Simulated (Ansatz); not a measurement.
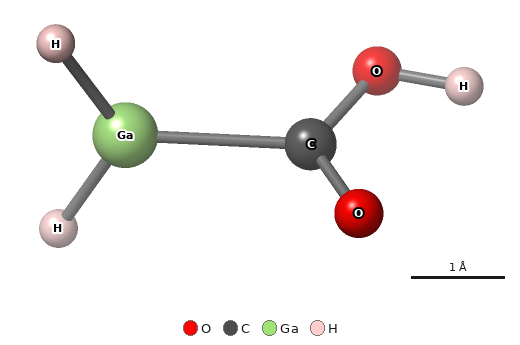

*The structure as given in the input (ball-and-stick view, seen at a tilt). Sticks mark near contacts.*

## Single-point calculation of CH3GaO2

CH3GaO2, SMILES O=[C](O)[GaH2], computed with RKS B97M-V/def2-TZVPP (Ansatz 0.2.0).

The geometry comes from this level: PBE0-D4/def2-TZVP. Figures and captions count atoms from 1; the log counts them from 0 in places.

## Input
```yaml
crystal:
  periodic: [false, false, false]
  atoms:
    - {symbol: O, position_ang: [1.145281, 0.117203, 1.309789]}
    - {symbol: C, position_ang: [0.468727, -0.294969, 0.401672]}
    - {symbol: O, position_ang: [0.540025, -1.569236, -0.021028]}
    - {symbol: Ga, position_ang: [-0.817873, 0.925115, -0.538358]}
    - {symbol: H, position_ang: [1.202285, -2.019964, 0.531858]}
    - {symbol: H, position_ang: [-2.254830, 1.072772, 0.054764]}
    - {symbol: H, position_ang: [-0.283615, 1.769079, -1.738687]}
basis:
  gaussian: {orbitals: def2-TZVPP, final_grid: {core_spheres: 8, valence_spheres: 7, degree: 23}}
hamiltonian: {xc: {name: B97M-V}}
output: {forces: true}
```

Launched with:
```bash
ansatz run in.yaml --threads 2 --pin off --events-out ev --progress --plain --max-ram 4352MiB
```

## Log
```
Functional definition: B97M-V
  name "B97M-V"
  cite "Mardirossian & Head-Gordon, J. Chem. Phys. 142, 074111 (2015) doi:10.1063/1.4907719"
  cite "Becke, J. Chem. Phys. 107, 8554 (1997) doi:10.1063/1.475007"
  cite "Vydrov & Van Voorhis, J. Chem. Phys. 133, 244103 (2010) doi:10.1063/1.3521275"
  # Of w^i u^j: cxij and so on, Table III.
  parameter cx00 = 1.000
  parameter cx01 = 1.308
  parameter cx02 = 1.901
  parameter cx10 = 0.416
  parameter cx11 = 3.070
  parameter css00 = 1.000
  parameter css02 = -1.855
  parameter css10 = -5.668
  parameter css32 = -20.497
  parameter css42 = -20.364
  parameter cos00 = 1.000
  parameter cos01 = 1.573
  parameter cos03 = -6.298
  parameter cos10 = 2.535
  parameter cos32 = -6.427
  parameter b = 6.0
  parameter c = 0.01
  gx(w, u) = cx00 + cx01*u + cx02*u^2 + (cx10 + cx11*u)*w
  gss(w, u) = css00 + css02*u^2 + css10*w + (css32*w^3 + css42*w^4)*u^2
  gos(w, u) = cos00 + cos01*u + cos03*u^3 + cos10*w + cos32*w^3*u^2
  exchange = spin_sum(e_x_unif_s*gx(b97_w, b97_u_x))
  correlation = spin_sum(e_c_pw_mod_same_spin*gss(b97_w, b97_u_same))
      + integral(e_c_pw_mod_opposite_spin*gos(b97_w_opposite, b97_u_opposite)) + vv10(b, c)
1027 factors; their error is unknown
mean field evaluation 1: about -57541.9340 eV, gradient 6.3e1 eV
mean field evaluation 2: about -57489.4055 eV, gradient 1.5e2 eV
mean field evaluation 4: about -57548.2044 eV, gradient 1.2e1 eV
mean field evaluation 8: about -57548.5637 eV, gradient 9.1e-2 eV
mean field evaluation 16: about -57548.5509 eV, gradient 1.1e-4 eV
mean field -57548.55090790 eV, -2114.8702380566 hartree, gradient 4.7e-5 eV, S^2 0.000000; 0 other end points of the search recorded, 0 dependent functions left out
the calculation of the forces begins
reference -57548.55097216 eV, -2114.8702404179 hartree; 28, 28 occupied and 155, 155 virtual orbitals, 1027 factors
Total energy: -57548.55097216 eV, -2114.8702404179 hartree
Atom 0 at     1.145281     0.117203     1.309789 Å, force     0.014025     0.031194     0.027267 eV/Å
Atom 1 at     0.468727    -0.294969     0.401672 Å, force    -0.012427     0.045096     0.003969 eV/Å
Atom 2 at     0.540025    -1.569236    -0.021028 Å, force     0.112282    -0.163084     0.060112 eV/Å
Atom 3 at    -0.817873     0.925115    -0.538358 Å, force    -0.001721    -0.040278    -0.017614 eV/Å
Atom 4 at     1.202285    -2.019964     0.531858 Å, force    -0.102608     0.072808    -0.084208 eV/Å
Atom 5 at    -2.254830     1.072772     0.054764 Å, force    -0.007378     0.025800     0.007609 eV/Å
Atom 6 at    -0.283615     1.769079    -1.738687 Å, force    -0.002173     0.028464     0.002865 eV/Å
Dipole moment:    -0.116011    -0.175817    -0.196959 e Å
```

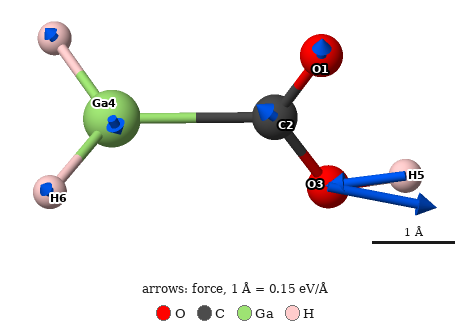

*Forces on the atoms as blue arrows (ball-and-stick view, seen at a tilt; atoms are numbered from 1 in the order of the input).*

The largest act on O3 (0.21 eV/Å); H5 (0.15 eV/Å). The geometry is not a stationary point of this energy.

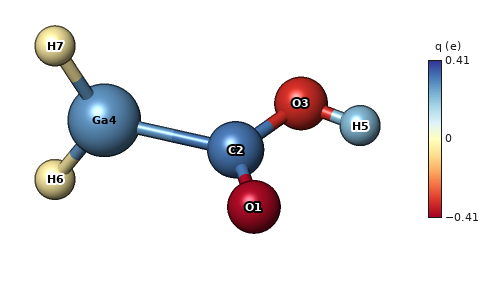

*Mulliken charges, as the colour of each atom (ball-and-stick view, seen at a tilt; atoms are numbered from 1 in the order of the input).*

By element: O −0.39 to −0.33, C +0.32, Ga +0.28 and H −0.05 to +0.22 e.

## Key numbers

- outcome: converged
- total energy: −57548.5510 eV
- SCF solution under orbital rotations: stable
- largest force (length of the vector): 0.207 eV/Å
- dipole moment: 1.39 D
- hardware: 2 threads of Intel Xeon @ 2.50GHz, 11 GiB of memory available, shared host
- wall time: 6 s (CPU time 11 s)
- peak memory: 0.21 GiB
